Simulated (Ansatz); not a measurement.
# CH₅FSi: what the fields show

Input file:

```
crystal:
  periodic: [false, false, false]
  atoms:
    - {symbol: Si, position_ang: [-0.746910, -0.440702, -0.059300]}
    - {symbol: F, position_ang: [-0.391900, -1.991230, -0.267459]}
    - {symbol: C, position_ang: [0.821497, 0.537858, 0.072340]}
    - {symbol: H, position_ang: [1.422648, 0.441027, -0.834507]}
    - {symbol: H, position_ang: [-1.558397, -0.013459, -1.227105]}
    - {symbol: H, position_ang: [-1.558614, -0.336577, 1.179671]}
    - {symbol: H, position_ang: [0.589603, 1.597332, 0.214270]}
    - {symbol: H, position_ang: [1.422175, 0.205652, 0.921989]}
basis:
  gaussian: {orbitals: def2-TZVPP}
hamiltonian: {xc: pbe0, dispersion: d4}
output: {orbitals: {seedname: orbitals}}
```

Command:

```sh
ansatz run in.yaml --threads 2 --pin off --events-out ev --progress --plain --max-ram 4352MiB
```

The reactant side of a reaction path; geometry: PBE0-D4/def2-TZVP.

The calculation used RKS PBE0-D4/def2-TZVPP (Ansatz).

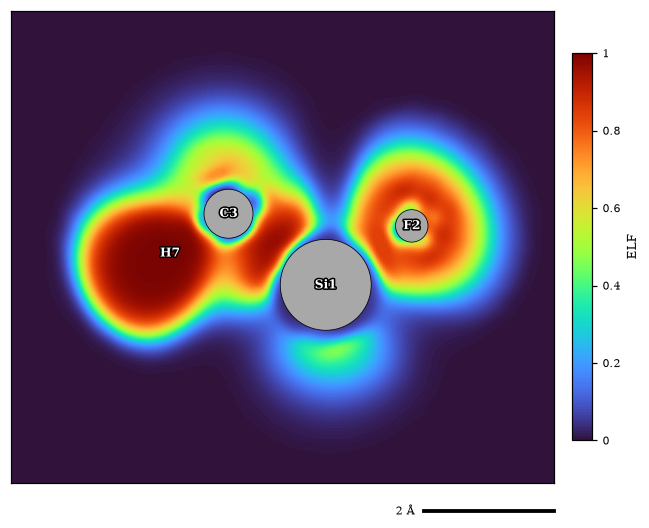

Figure 1. ELF on the plane of atoms F2, Si1 and C3. Grey discs cover the atomic cores.

> What does the map show?

- The section cuts through Si, F, C and H sites.
- Si–F (1.60 Å): the ELF peaks at about 0.85 in the valence shell of F, 0.6 Å from its nucleus, and is about 0.40 at the midpoint.
- C–Si (1.85 Å): the ELF peaks at about 0.95 between the atoms (a covalent bond).
- C–H (1.09 Å): the ELF climbs to about 1 towards the hydrogen, as it does in any bond to H: a covalent bond by its length.
- The ELF also peaks beside F2, away from the bonds: lone-pair regions.

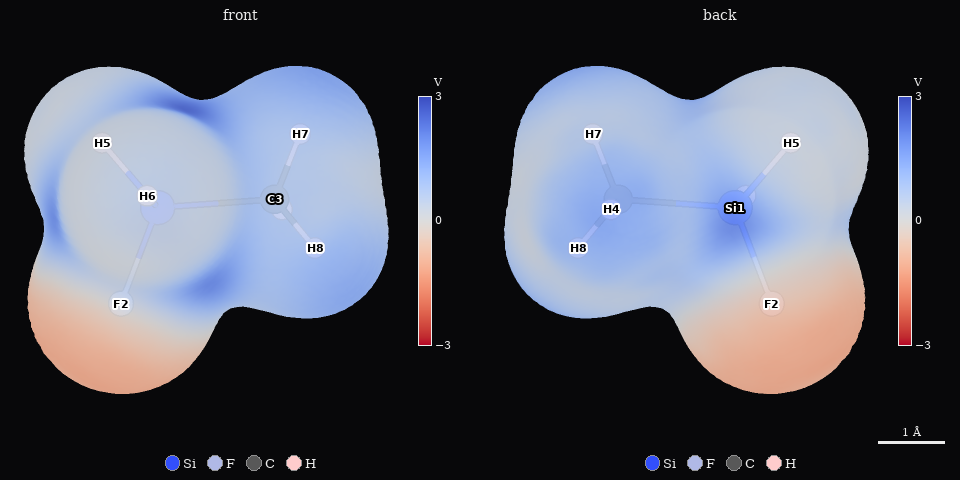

Figure 2. The molecular electrostatic potential painted on the density surface at 0.004 e/bohr³, seen from the front and from behind; red is negative and blue positive.

> Describe the electrostatic potential map.

The most negative region (about −1.1 V) lies over F2, the most positive (about +2.3 V) over Si1.

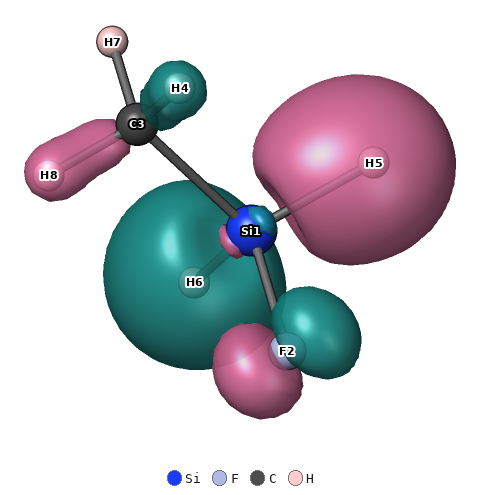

Figure 3. The HOMO−1 at ±0.15 Å⁻³ᐟ² (teal and pink are the two phases), seen at an oblique angle.

> Describe this orbital and give its energy.

Its weight (Hirshfeld) is mainly on Si1 (about 35 %), H5 (about 25 %), H6 (about 25 %) and F2 (about 10 %). Its energy is −9.32 eV.
